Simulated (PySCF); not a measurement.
# [Nd(H2O)4]3+: other functionals and bases at one geometry

Aim: see how levels, charges and forces of [Nd(H2O)4]3+ depend on the level of theory. The species was built from a template and needn't be a known compound.

Computed with PySCF 2.14.0. Level: several levels, as the steps say, no spin–orbit coupling.

2 further runs of the same task are left out: 2 for a known fault of the program.

## Step 1: The system as given

13 atoms, charge 3, spin multiplicity 1.

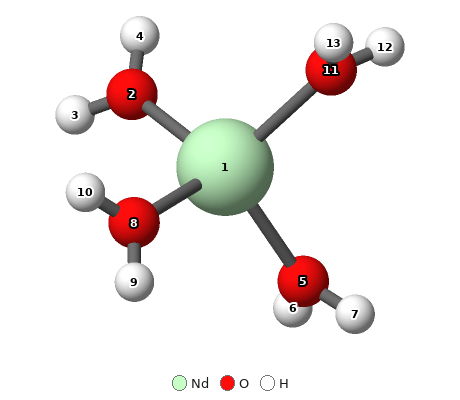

The structure; neodymium light green, oxygen red, hydrogen white; atoms are numbered from 1 in the order of the file.

Coordinates:

```xyz
13
charge 3, multiplicity 1
Nd    0.0000    0.0000    0.0000
O     1.4115    1.3692    1.3039
H     2.2202    1.1064    1.8186
H     1.3492    2.3481    1.4653
O    -1.4112   -1.3041    1.3692
H    -1.3495   -1.4650    2.3480
H    -2.2202   -1.8186    1.1064
O     1.4115   -1.3692   -1.3039
H     1.3492   -2.3481   -1.4653
H     2.2202   -1.1064   -1.8186
O    -1.4112    1.3041   -1.3692
H    -2.2202    1.8186   -1.1064
H    -1.3495    1.4650   -2.3480
```

Formal oxidation states: Nd +3. Each metal's 3 4f electrons lie in its core potential, so multiplicities, spins and levels count the valence alone. An earlier session relaxed this geometry at PBE, Nd lcecp-1-SVP with ECP49, O def2-SVP, H def2-SVP (singlet, point group S4).

At PBE on the finer grid: E = -338.131048 Eh, HOMO -22.09 eV, LUMO -16.21 eV, Mulliken charge on Nd1 +1.62 e, largest force component 0.014 eV/Å. 

Levels to run: PBE0; r2SCAN; revPBE; M06-L; PBE, TZVP. Hardware: 2 threads of Arm Neoverse V1, shared host.

## Step 2: PBE0

run.py (the lines that set the calculation) reads:

```python
mol = gto.M(atom='''
Nd     0.00001     0.00000     0.00000
O      1.41149     1.36917     1.30394
H      2.22019     1.10638     1.81862
H      1.34918     2.34813     1.46526
O     -1.41119    -1.30415     1.36924
H     -1.34949    -1.46501     2.34801
H     -2.22018    -1.81863     1.10637
O      1.41149    -1.36917    -1.30394
H      1.34918    -2.34813    -1.46526
H      2.22019    -1.10638    -1.81862
O     -1.41119     1.30415    -1.36924
H     -2.22018     1.81863    -1.10637
H     -1.34949     1.46501    -2.34801''',
    basis={'Nd': 'lcecp-1-SVP', 'O': 'def2-SVP', 'H': 'def2-SVP'},
    ecp={'Nd': 'lcecp-1-SVP'},
    charge=3, spin=0)
mf = dft.RKS(mol, xc='PBE0')
mf.grids.atom_grid = (75, 302)  # f atoms: unpruned, at least (60, 302)
mf = mf.density_fit()  # fitting sets: Nd AutoAux, O def2-universal-JKFIT, H def2-universal-JKFIT
mf.conv_tol = 1e-08; mf.max_cycle = 55
mf.kernel(dm0)  # dm0: the density of the relaxed state
```

Started as:

```sh
OMP_NUM_THREADS=2 python run.py
```

The program printed:

```text
init E= -338.114067240863
  HOMO = -0.885436753503302  LUMO = -0.556763637545979  gap/eV = 8.94365
cycle= 1 E= -338.117890899609  delta_E= -0.00382  |g|= 0.0472  |ddm|= 0.224
  HOMO = -0.87597920807589  LUMO = -0.567184635374743  gap/eV = 8.40273
cycle= 2 E= -338.117569414585  delta_E= 0.000321  |g|= 0.0646  |ddm|= 0.0956
  HOMO = -0.881472760154894  LUMO = -0.564626258957372  gap/eV = 8.62183
cycle= 3 E= -338.118387855427  delta_E= -0.000818  |g|= 0.00485  |ddm|= 0.0447
  HOMO = -0.880882014060167  LUMO = -0.563185023923913  gap/eV = 8.64498
cycle= 4 E= -338.118393152353  delta_E= -5.3e-06  |g|= 0.000703  |ddm|= 0.00607
  HOMO = -0.880863669536835  LUMO = -0.56326363980752  gap/eV = 8.64234
cycle= 5 E= -338.118393263317  delta_E= -1.11e-07  |g|= 0.000117  |ddm|= 0.000635
  HOMO = -0.880859709341486  LUMO = -0.563284181722991  gap/eV = 8.64167
cycle= 6 E= -338.118393267076  delta_E= -3.76e-09  |g|= 6.36e-06  |ddm|= 0.000176
  HOMO = -0.880860228066838  LUMO = -0.563283725928133  gap/eV = 8.64170
Extra cycle  E= -338.118393267096  delta_E= -2e-11  |g|= 3.04e-06  |ddm|= 1.14e-05
converged SCF energy = -338.118393267096
```

It took 9 s on 2 threads of Arm Neoverse V1, shared host.

Result: E = -338.118393 Eh, HOMO -23.97 eV, LUMO -15.33 eV, Mulliken charge on Nd1 +1.80 e, largest force component 0.482 eV/Å. 

## Step 3: r2SCAN

Edit run.py (the lines that set the calculation) of step 2 so:

```diff
@@ -17,3 +17,3 @@
     charge=3, spin=0)
-mf = dft.RKS(mol, xc='PBE0')
+mf = dft.RKS(mol, xc='R2SCAN')
 mf.grids.atom_grid = (75, 302)  # f atoms: unpruned, at least (60, 302)
```

Started as:

```sh
OMP_NUM_THREADS=2 python run.py
```

The program printed:

```text
init E= -338.303457563424
  HOMO = -0.833968073255017  LUMO = -0.582302476734941  gap/eV = 6.84817
cycle= 1 E= -338.305491692009  delta_E= -0.00203  |g|= 0.0612  |ddm|= 0.219
  HOMO = -0.820514489672384  LUMO = -0.589215828977463  gap/eV = 6.29396
cycle= 2 E= -338.303876656204  delta_E= 0.00162  |g|= 0.11  |ddm|= 0.128
  HOMO = -0.828489244757914  LUMO = -0.586668752890638  gap/eV = 6.58027
cycle= 3 E= -338.306313721052  delta_E= -0.00244  |g|= 0.00344  |ddm|= 0.074
  HOMO = -0.828207552541758  LUMO = -0.585511002979045  gap/eV = 6.60411
cycle= 4 E= -338.306318063821  delta_E= -4.34e-06  |g|= 0.000454  |ddm|= 0.00628
  HOMO = -0.828210903392762  LUMO = -0.585555984863706  gap/eV = 6.60298
cycle= 5 E= -338.306318110273  delta_E= -4.65e-08  |g|= 7.5e-05  |ddm|= 0.000428
  HOMO = -0.828207940594869  LUMO = -0.585565468459286  gap/eV = 6.60264
cycle= 6 E= -338.306318111615  delta_E= -1.34e-09  |g|= 4.99e-06  |ddm|= 9.77e-05
  HOMO = -0.828208487255466  LUMO = -0.585565525809922  gap/eV = 6.60265
Extra cycle  E= -338.306318111607  delta_E= 8.53e-12  |g|= 8.48e-06  |ddm|= 8.44e-06
converged SCF energy = -338.306318111607
```

It took 15 s on 2 threads of Arm Neoverse V1, shared host.

Result: E = -338.306318 Eh, HOMO -22.54 eV, LUMO -15.93 eV, Mulliken charge on Nd1 +1.77 e, largest force component 0.360 eV/Å. 

## Step 4: revPBE

Edit run.py (the lines that set the calculation) of step 3 so:

```diff
@@ -17,3 +17,3 @@
     charge=3, spin=0)
-mf = dft.RKS(mol, xc='R2SCAN')
+mf = dft.RKS(mol, xc='PBE_R,PBE')
 mf.grids.atom_grid = (75, 302)  # f atoms: unpruned, at least (60, 302)
```

Started as:

```sh
OMP_NUM_THREADS=2 python run.py
```

The program printed:

```text
init E= -338.386983375516
  HOMO = -0.809759978453852  LUMO = -0.591062944717323  gap/eV = 5.95105
cycle= 1 E= -338.387295027773  delta_E= -0.000312  |g|= 0.0102  |ddm|= 0.0724
  HOMO = -0.810908463296155  LUMO = -0.593593161760733  gap/eV = 5.91345
cycle= 2 E= -338.387301791239  delta_E= -6.76e-06  |g|= 0.0103  |ddm|= 0.0186
  HOMO = -0.809838083807604  LUMO = -0.592296497943969  gap/eV = 5.91961
cycle= 3 E= -338.387322723917  delta_E= -2.09e-05  |g|= 0.00311  |ddm|= 0.00883
  HOMO = -0.810044910514079  LUMO = -0.592081622554128  gap/eV = 5.93108
cycle= 4 E= -338.387324705779  delta_E= -1.98e-06  |g|= 0.000629  |ddm|= 0.00294
  HOMO = -0.81002810191144  LUMO = -0.592167775673683  gap/eV = 5.92828
cycle= 5 E= -338.387324804467  delta_E= -9.87e-08  |g|= 1.72e-05  |ddm|= 0.000805
  HOMO = -0.810029197179392  LUMO = -0.59216524177933  gap/eV = 5.92838
cycle= 6 E= -338.387324804554  delta_E= -8.69e-11  |g|= 2.03e-06  |ddm|= 2.75e-05
  HOMO = -0.810029164529413  LUMO = -0.592166049598252  gap/eV = 5.92836
Extra cycle  E= -338.387324804553  delta_E= 1.14e-12  |g|= 2.93e-06  |ddm|= 5.38e-06
converged SCF energy = -338.387324804553
```

It took 9.4 s on 2 threads of Arm Neoverse V1, shared host.

It gives: E = -338.387325 Eh, HOMO -22.04 eV, LUMO -16.11 eV, Mulliken charge on Nd1 +1.65 e, largest force component 0.100 eV/Å. 

## Step 5: M06-L

Edit run.py (the lines that set the calculation) of step 4 so:

```diff
@@ -17,3 +17,3 @@
     charge=3, spin=0)
-mf = dft.RKS(mol, xc='PBE_R,PBE')
+mf = dft.RKS(mol, xc='M06L')
 mf.grids.atom_grid = (75, 302)  # f atoms: unpruned, at least (60, 302)
```

Started as:

```sh
OMP_NUM_THREADS=2 python run.py
```

The program printed:

```text
init E= -338.40398441041
  HOMO = -0.834481796563748  LUMO = -0.572824727049191  gap/eV = 7.12005
cycle= 1 E= -338.413064741095  delta_E= -0.00908  |g|= 0.0764  |ddm|= 0.368
  HOMO = -0.818379023571837  LUMO = -0.5846926674167  gap/eV = 6.35893
cycle= 2 E= -338.41103055963  delta_E= 0.00203  |g|= 0.129  |ddm|= 0.171
  HOMO = -0.827747871492919  LUMO = -0.580046687311458  gap/eV = 6.74029
cycle= 3 E= -338.414504768591  delta_E= -0.00347  |g|= 0.00775  |ddm|= 0.0914
  HOMO = -0.827000508597892  LUMO = -0.57753326551071  gap/eV = 6.78835
cycle= 4 E= -338.41452283001  delta_E= -1.81e-05  |g|= 0.00138  |ddm|= 0.0123
  HOMO = -0.827069328815363  LUMO = -0.577718923295765  gap/eV = 6.78517
cycle= 5 E= -338.41452331602  delta_E= -4.86e-07  |g|= 0.000274  |ddm|= 0.00161
  HOMO = -0.827055771288063  LUMO = -0.57774891761361  gap/eV = 6.78399
cycle= 6 E= -338.414523335735  delta_E= -1.97e-08  |g|= 1.94e-05  |ddm|= 0.000348
  HOMO = -0.827054405471995  LUMO = -0.577745640638676  gap/eV = 6.78404
cycle= 7 E= -338.414523335807  delta_E= -7.22e-11  |g|= 8.69e-06  |ddm|= 2.18e-05
  HOMO = -0.827052906786486  LUMO = -0.577745692604932  gap/eV = 6.78399
Extra cycle  E= -338.414523335777  delta_E= 3.05e-11  |g|= 1.5e-05  |ddm|= 1.44e-05
converged SCF energy = -338.414523335777
```

Run time: 16 s. Hardware: 2 threads of Arm Neoverse V1, shared host.

Result: E = -338.414523 Eh, HOMO -22.51 eV, LUMO -15.72 eV, Mulliken charge on Nd1 +1.90 e, largest force component 0.495 eV/Å. 

## Step 6: PBE, TZVP

Basis: Nd lcecp-1-TZVP with ECP49, O def2-TZVP, H def2-TZVP. 

Edit run.py (the lines that set the calculation) of step 5 so:

```diff
@@ -14,6 +14,6 @@
 H     -1.34949     1.46501    -2.34801''',
-    basis={'Nd': 'lcecp-1-SVP', 'O': 'def2-SVP', 'H': 'def2-SVP'},
-    ecp={'Nd': 'lcecp-1-SVP'},
+    basis={'Nd': 'lcecp-1-TZVP', 'O': 'def2-TZVP', 'H': 'def2-TZVP'},
+    ecp={'Nd': 'lcecp-1-TZVP'},
     charge=3, spin=0)
-mf = dft.RKS(mol, xc='M06L')
+mf = dft.RKS(mol, xc='PBE')
 mf.grids.atom_grid = (75, 302)  # f atoms: unpruned, at least (60, 302)
@@ -21,2 +21,2 @@
 mf.conv_tol = 1e-08; mf.max_cycle = 55
-mf.kernel(dm0)  # dm0: the density of the relaxed state
+mf.kernel(dm0)  # dm0: free metal ions and neutral atoms
```

Started as:

```sh
OMP_NUM_THREADS=2 python run.py
```

The program printed:

```text
init E= -329.511962589121
  HOMO = -1.20948251100195  LUMO = -0.72319533012373  gap/eV = 13.23255
cycle= 1 E= -336.08903144403  delta_E= -6.58  |g|= 3.97  |ddm|= 2.48
  HOMO = -0.483157092877451  LUMO = -0.48072207719122  gap/eV = 0.06626
cycle= 2 E= -322.227523508468  delta_E= 13.9  |g|= 7.35  |ddm|=  5.7
  HOMO = -0.861372170158559  LUMO = -0.494510837404878  gap/eV = 9.98281
cycle= 3 E= -338.15486945554  delta_E= -15.9  |g|= 1.06  |ddm|= 5.61
  HOMO = -0.844488723966497  LUMO = -0.648423445291576  gap/eV = 5.33521
cycle= 4 E= -338.467975839095  delta_E= -0.313  |g|= 0.363  |ddm|= 1.97
  HOMO = -0.809557833515903  LUMO = -0.585273375116367  gap/eV = 6.10309
cycle= 5 E= -338.498077796421  delta_E= -0.0301  |g|= 0.0548  |ddm|= 0.42
  HOMO = -0.813661000608145  LUMO = -0.59310893640134  gap/eV = 6.00153
cycle= 6 E= -338.498770691481  delta_E= -0.000693  |g|= 0.00475  |ddm|= 0.0397
  HOMO = -0.814044005900098  LUMO = -0.593810390466209  gap/eV = 5.99286
cycle= 7 E= -338.498774627468  delta_E= -3.94e-06  |g|= 0.00194  |ddm|= 0.0102
  HOMO = -0.813971526035982  LUMO = -0.593680787126686  gap/eV = 5.99442
cycle= 8 E= -338.498775002244  delta_E= -3.75e-07  |g|= 0.00133  |ddm|= 0.0014
  HOMO = -0.814025031096383  LUMO = -0.59362830410247  gap/eV = 5.99730
cycle= 9 E= -338.498775304962  delta_E= -3.03e-07  |g|= 0.000115  |ddm|= 0.00064
  HOMO = -0.814019336369559  LUMO = -0.593635820115573  gap/eV = 5.99694
cycle= 10 E= -338.498775307785  delta_E= -2.82e-09  |g|= 2.2e-05  |ddm|= 6.73e-05
  HOMO = -0.814016067408986  LUMO = -0.593637698457447  gap/eV = 5.99680
Extra cycle  E= -338.498775307577  delta_E= 2.08e-10  |g|= 4.1e-05  |ddm|= 3.66e-05
converged SCF energy = -338.498775307577
```

Wall time 42 s (2 threads of Arm Neoverse V1, shared host).

It gives: E = -338.498775 Eh, HOMO -22.15 eV, LUMO -16.15 eV, Mulliken charge on Nd1 +2.06 e, largest force component 0.210 eV/Å. 

## Step 7: All levels side by side

| level | state | HOMO (eV) | gap (eV) | charge on Nd1 (e) | dipole (D) | largest force (eV/Å) | basis functions | time |
| --- | --- | --- | --- | --- | --- | --- | --- | --- |
| PBE (relaxed here) | singlet | -22.09 | 5.87 | 1.62 | 0.00 | 0.01 | 129 | 22 s |
| PBE0 | singlet | -23.97 | 8.64 | 1.80 | 0.00 | 0.48 | 129 | 9 s |
| r2SCAN | singlet | -22.54 | 6.60 | 1.77 | 0.00 | 0.36 | 129 | 15 s |
| revPBE | singlet | -22.04 | 5.93 | 1.65 | 0.00 | 0.10 | 129 | 9.4 s |
| M06-L | singlet | -22.51 | 6.78 | 1.90 | 0.00 | 0.49 | 129 | 16 s |
| PBE, TZVP | singlet | -22.15 | 6.00 | 2.06 | 0.00 | 0.21 | 219 | 42 s |

Times are on 2 threads of Arm Neoverse V1, shared host; the first row also made further properties. The dipole of a charged species depends on the origin, so these sizes hold for this origin alone.

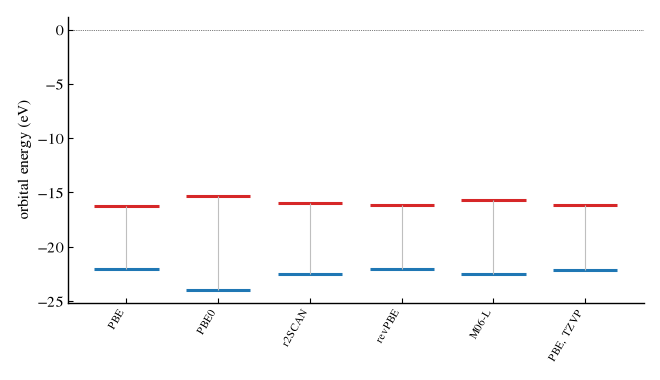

Highest filled and lowest empty level, method by method.

In one basis the HOMO–LUMO gap runs from 5.87 eV (PBE) to 8.64 eV (PBE0). The largest leftover force, 0.49 eV/Å with M06-L, stands at a geometry relaxed at another level. The Mulliken charge on Nd spans +1.62 to +2.06 e over the levels. With 4f in the core, its levels are missing from HOMO and gap. Total energies of different levels can't be compared. Spin–orbit coupling is left out throughout.
